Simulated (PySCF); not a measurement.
## SiN2H5 (charge +1): single-point calculation

SiN2H5, charge +1, computed with HF/STO-3G, RHF (PySCF 2.14.0).

The geometry is that of the parent species in another charge or spin state. The geometry comes from this level: PBE0-D4/def2-TZVP.

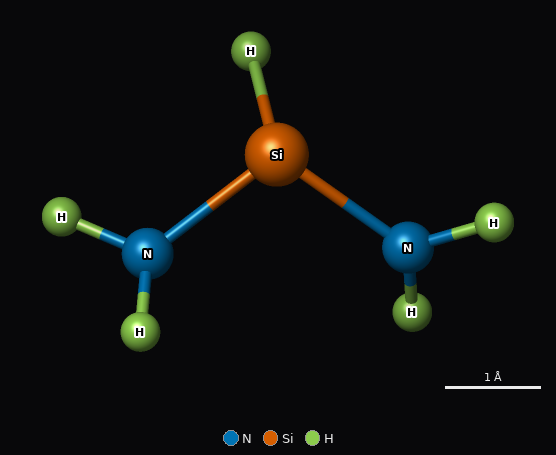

*The structure as given in the input (ball-and-stick view, seen at a tilt).*

## The input (input.py)
```python
from pyscf import gto, scf

molecule = gto.Mole()
molecule.atom = '''
N     -1.940749     1.175599    -1.451877
Si     0.997208     1.095852    -0.095809
N      1.491939    -1.989126     0.803323
H     -3.435333     0.273065    -0.688994
H     -2.450219     2.549996    -2.658467
H      1.353800     2.558878     2.315103
H      1.381012    -3.390169    -0.482258
H      2.775819    -2.382000     2.153343
'''
molecule.basis = 'sto-3g'
molecule.unit = 'bohr'
molecule.charge = 1
molecule.max_memory = 1860
molecule.verbose = 3
molecule.build()

calc0 = scf.RHF(molecule)
calc0.conv_tol = 1e-10
calc0.kernel()
if not calc0.converged:
    calc0 = calc0.newton().run(calc0.mo_coeff, calc0.mo_occ)

energy = calc0.e_tot
print('Final energy', energy)
```

Hardware: 1 thread of Intel Xeon @ 2.70GHz, 189 GiB of memory available, shared host.

Run as:
```bash
OMP_NUM_THREADS=1 python input.py
```

## The program's output
```
converged SCF energy = -395.783157248123
Final energy -395.7831572481234
```

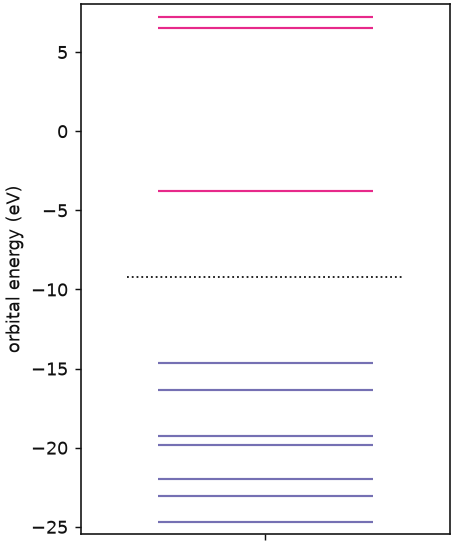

*Orbital energies near the frontier; the dotted line parts filled from empty levels, and levels within 0.02 eV of each other stand side by side.*

Highest filled −14.62 eV, lowest empty −3.76 eV, 10.86 eV apart.

## Results in brief

```csv
quantity,value
outcome,converged
total energy,−395.783157 hartree
basis functions,24
HOMO,−14.62 eV
LUMO,−3.76 eV
wall time,0.73 s
peak memory,0.1 GiB
```

## Notes

The record of the run, not the program, notes: dipole of an ion depends on the origin.
